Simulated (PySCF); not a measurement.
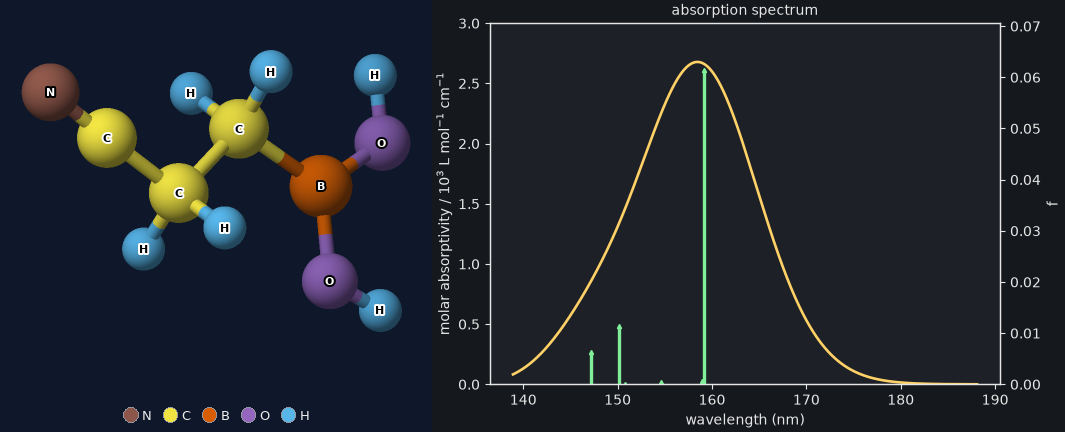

Computed absorption of C₃H₆BNO₂, SMILES N#CCCB(O)O. Vertical TDDFT excitations, PBE0/def2-SVPD in PySCF, at a GFN2-xTB geometry (no frequency check), gas phase. Only the first 6 singlet excitations are included; each is broadened by a Gaussian of 1/e half-width 0.40 eV. Sticks give oscillator strengths (right axis).

> Does any vertical transition fall in the visible?

No singlet lies below 3.1 eV (beyond 400 nm), so at this level no vertical transition falls in the visible.

> Where is the lowest singlet, and is it bright?

S1 lies at 7.79 eV (159 nm) with f = 0.061, mainly HOMO → LUMO (87 %) (S2 lies within 0.06 eV, too close to order); it is bright.

> List the transitions behind the spectrum.

| state | E (eV) | λ (nm) | f | main character |
| --- | --- | --- | --- | --- |
| S1 | 7.79 | 159 | 0.061 | HOMO → LUMO (87 %) |
| S2 | 7.80 | 159 | 0.001 | HOMO−1 → LUMO (31 %) |
| S3 | 8.02 | 155 | 0.000 | HOMO−1 → LUMO (39 %) |
| S4 | 8.23 | 151 | 0.000 | HOMO−3 → LUMO (82 %) |
| S5 | 8.26 | 150 | 0.011 | HOMO−1 → LUMO+2 (29 %) |
| S6 | 8.43 | 147 | 0.006 | HOMO−1 → LUMO+4 (51 %) |

Caveats: the tight-binding geometry is rougher than a DFT one and adds to the error; one conformer of a flexible molecule; core orbitals are frozen in the response.
